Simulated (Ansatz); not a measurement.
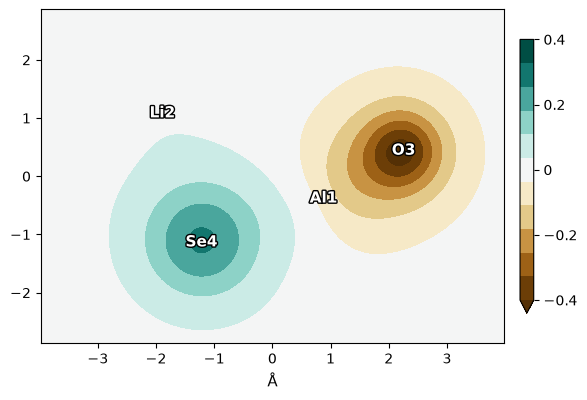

Figure 1: AlLiOSe. One frontier orbital on a plane 0.8 Å above the molecular plane (values in Å⁻³ᐟ²; the overall sign is arbitrary).

Geometry: PBE0-D4/def2-TZVP.

Computed with Ansatz, isolated molecule in a Gaussian basis; Kohn-Sham density functional theory, functional PBE0.

Which orbital is it: HOMO or LUMO?

The HOMO, at −6.64 eV. It lies mainly on O3 (about 60 %), Se4 (about 20 %) and Al1 (about 15 %); it changes sign across the molecular plane (π type); π-antibonding (a node) across Al1–Se4.
